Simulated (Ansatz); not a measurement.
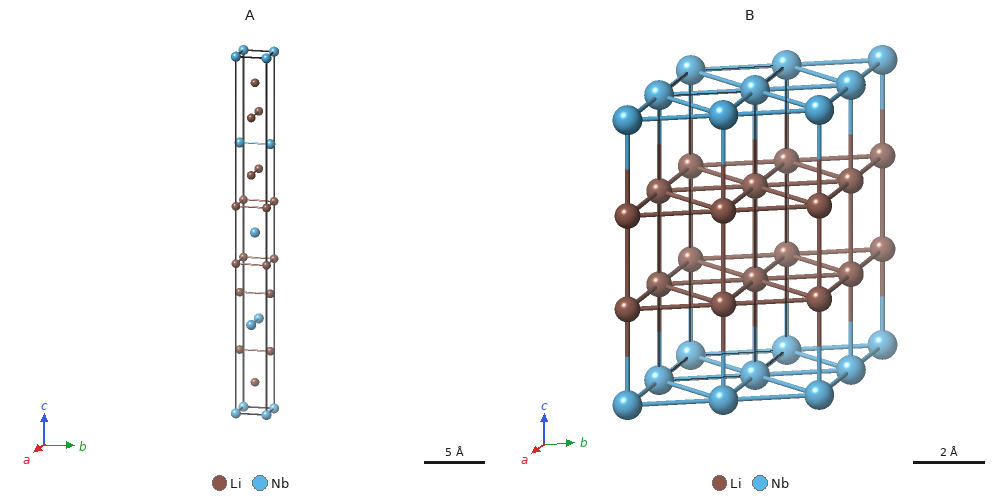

Two structures of Li$_{2}$Nb, each relaxed to rest (conventional cells in solid outline, small ones repeated, not to one scale). Method: Ansatz 0.2.0, DFT PBE, scalar-relativistic, plane waves, PAW, without spin polarisation.

Name structures A and B.

Answer. A: 12 atoms a cell on a body-centred tetragonal lattice, I4_1/amd. B: 3 atoms a cell on a primitive hexagonal lattice, P6/mmm.

Which is the more stable form at this level of theory?

Answer. A is lower, by 67 meV/atom at this level of theory (energies at zero smearing). Volumes: A 18.0, B 18.6 Å³/atom.

One or both may be structure types tried for this composition rather than known phases.
